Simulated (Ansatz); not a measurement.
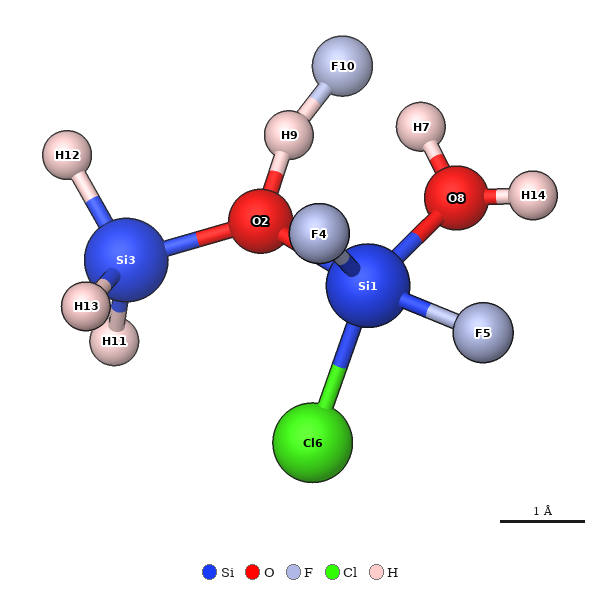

Fig. 1: The structure (ball-and-stick view, seen at a tilt; atoms are numbered from 1 in the order of the input). Bond lengths as drawn: Cl–Si 2.07 Å, F–H 1.13 Å, F–Si 1.59 to 1.63 Å, H–O 0.96 to 1.21 Å, H–Si 1.48 Å and O–Si 1.68 to 1.80 Å.

Run report: Si₂H₆ClO₂F₃, single-point calculation

- system: Si₂H₆ClO₂F₃
- method: RKS PBE0-D4/def2-TZVPP (Ansatz 0.2.0)

The geometry is a transition state. The reaction was set up to form Si1–O8, H7–F10 and O2–H9 and to break Si1–O2, H7–O8 and H9–F10 (atoms counted from 1 in the order of the input); sticks are drawn by distance alone. The geometry comes from this level: PBE0-D4/def2-TZVP.

## The input
```yaml
crystal:
  periodic: [false, false, false]
  atoms:
    - {symbol: Si, position_ang: [-0.252571, 0.581428, 1.117735]}
    - {symbol: O, position_ang: [-0.017794, -0.134536, -0.512208]}
    - {symbol: Si, position_ang: [-1.105964, -0.186191, -1.795594]}
    - {symbol: F, position_ang: [-0.052648, 2.055786, 0.554943]}
    - {symbol: F, position_ang: [-0.231531, 0.998595, 2.693378]}
    - {symbol: Cl, position_ang: [-2.182970, -0.149311, 1.202331]}
    - {symbol: H, position_ang: [1.858385, -0.657421, 0.671554]}
    - {symbol: O, position_ang: [1.227043, -0.318178, 1.488550]}
    - {symbol: H, position_ang: [1.100859, -0.546225, -0.715780]}
    - {symbol: F, position_ang: [2.155485, -0.913646, -0.545386]}
    - {symbol: H, position_ang: [-1.948860, -1.397520, -1.706478]}
    - {symbol: H, position_ang: [-0.244762, -0.256078, -3.000132]}
    - {symbol: H, position_ang: [-1.921704, 1.045466, -1.798046]}
    - {symbol: H, position_ang: [1.617031, -0.122169, 2.345432]}
basis:
  gaussian: {orbitals: def2-TZVPP}
hamiltonian: {xc: pbe0, dispersion: d4}
output: {orbitals: {seedname: orbitals}}
```

Run on 4 CPU threads, shared host.

Launched with:
```bash
ansatz run in.yaml --threads 4 --pin off --events-out ev --progress --plain --max-ram 66560MiB --backend cuda --devices 0, --max-vram 37GiB
```

## Log
```
Functional definition: PBE0
  name "PBE0"
  cite "Adamo & Barone, J. Chem. Phys. 110, 6158 (1999) doi:10.1063/1.478522"
  cite "Perdew, Burke & Ernzerhof, Phys. Rev. Lett. 77, 3865 (1996) doi:10.1103/PhysRevLett.77.3865"
  parent pbe
  parameter a = 0.25
  parameter kappa = 0.804
  parameter beta = 0.06672455060314922
  exchange = (1 - a)*pbe_x(kappa = kappa, mu = beta*pi^2/3) + a*exact_x
  correlation = pbe_c(beta = beta)
2031 factors; their error is unknown
mean field evaluation 1: about -40603.1578 eV, gradient 7.8e1 eV
mean field evaluation 2: about -40595.0966 eV, gradient 1.1e2 eV
mean field evaluation 4: about -40611.5336 eV, gradient 4.5e0 eV
mean field evaluation 8: about -40611.5618 eV, gradient 9.7e-2 eV
mean field evaluation 16: about -40611.6653 eV, gradient 1.7e-4 eV
mean field -40611.66529056 eV, -1492.4511718527 hartree, gradient 4.1e-5 eV, S^2 0.000000; 0 other end points of the search recorded, 0 dependent functions left out
reference -40611.66532406 eV, -1492.4511730839 hartree; 47, 47 occupied and 318, 318 virtual orbitals, 2031 factors
Total energy: -40612.01381212 eV, -1492.4639797837 hartree
```

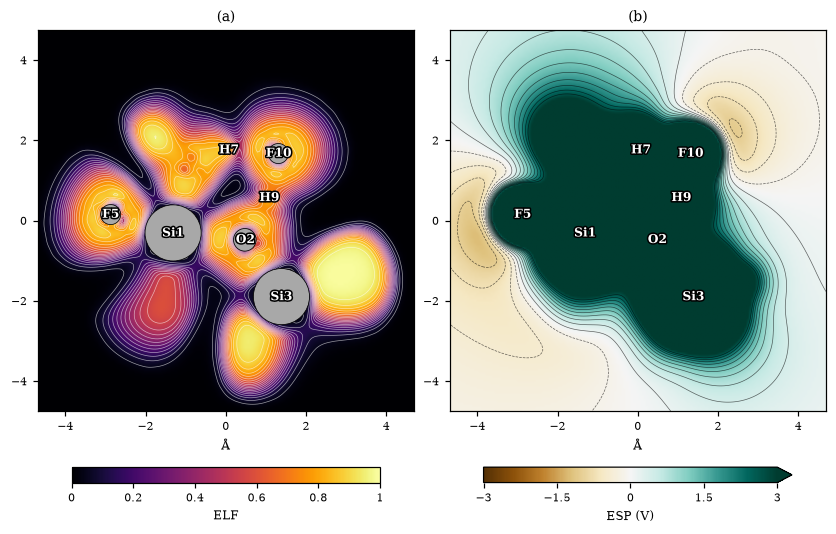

Fig. 2: (a) ELF; (b) electrostatic potential on the plane of atoms Si1, O2 and Si3. Grey discs, where drawn, cover atomic cores. Si–O (1.68 Å): the ELF peaks at about 0.90 between the atoms (a polar covalent bond). F–H (1.13 Å): the ELF peaks at about 0.85 between the atoms.

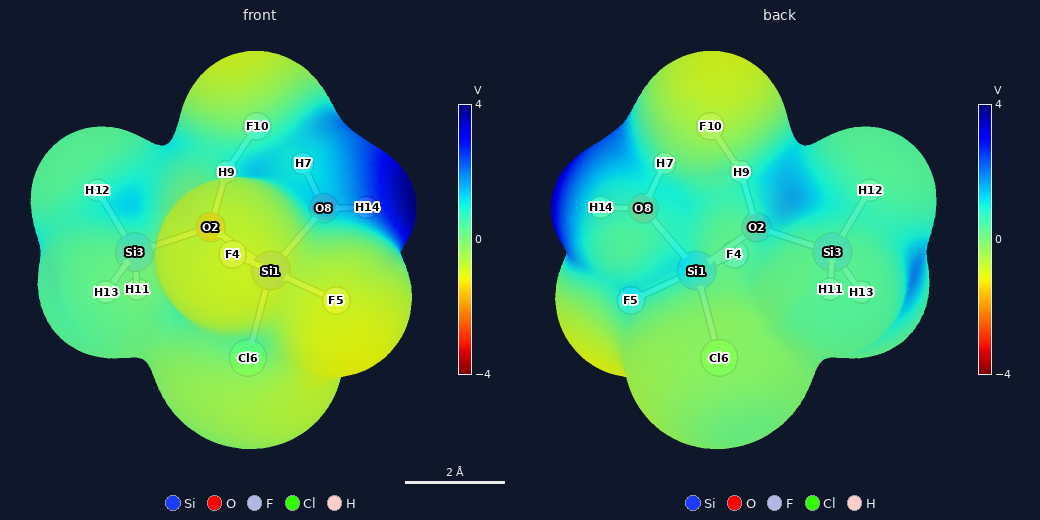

Fig. 3: The molecular electrostatic potential painted on the density surface at 0.002 e/bohr³, seen at a tilt and from behind; red is negative and blue positive.

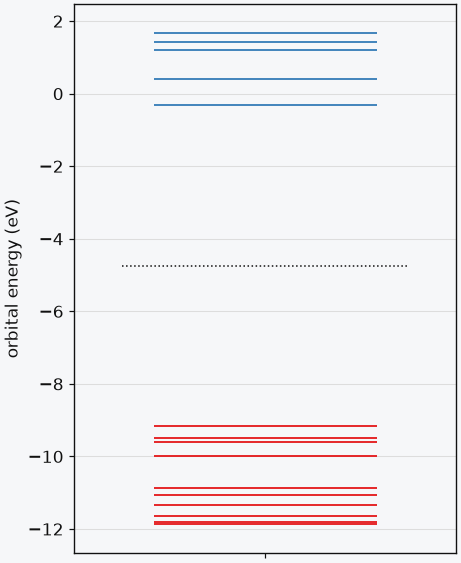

Fig. 4: Orbital energies near the frontier; the dotted line parts filled from empty levels, and levels within 0.02 eV of each other stand side by side. Highest filled −9.17 eV, lowest empty −0.31 eV, 8.86 eV apart.

## Results in brief

```csv
quantity,value
outcome,converged
total energy,−40612.0138 eV
mean-field energy,−40611.6653 eV
dispersion energy,−0.3485 eV
SCF solution under orbital rotations,stable
HOMO,−9.17 eV
LUMO,−0.31 eV
wall time,2.7 s (CPU time 3.8 s)
peak memory,0.87 GiB
```
